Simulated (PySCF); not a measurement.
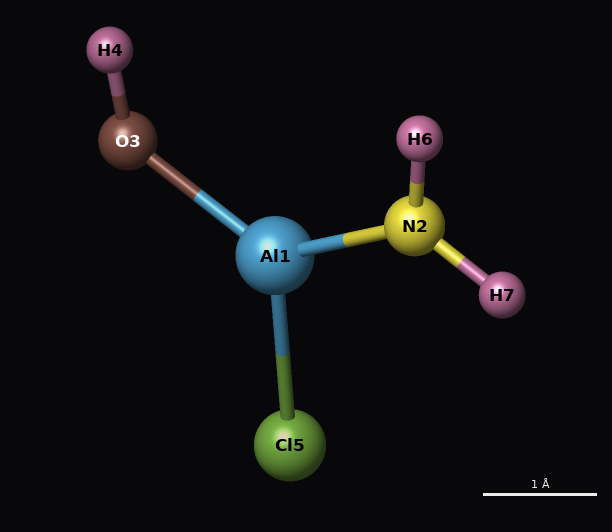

Orthographic view with a scale bar. The computed structure is the end point of a PBE0-D4/def2-TZVP optimisation. No frequency run is at hand to confirm it as a minimum.

Give an XYZ file in the frame of the picture: x to the right, y up, z towards the viewer, origin at the mean of the atomic positions.

```xyz
7
AlClH3NO
Al  -0.27  -0.30  -0.45
N    0.97  -0.04   0.76
O   -1.59   0.72  -0.70
H   -1.75   1.53  -0.22
Cl  -0.14  -2.00  -1.66
H    1.02   0.74   1.39
H    1.76  -0.66   0.89
```
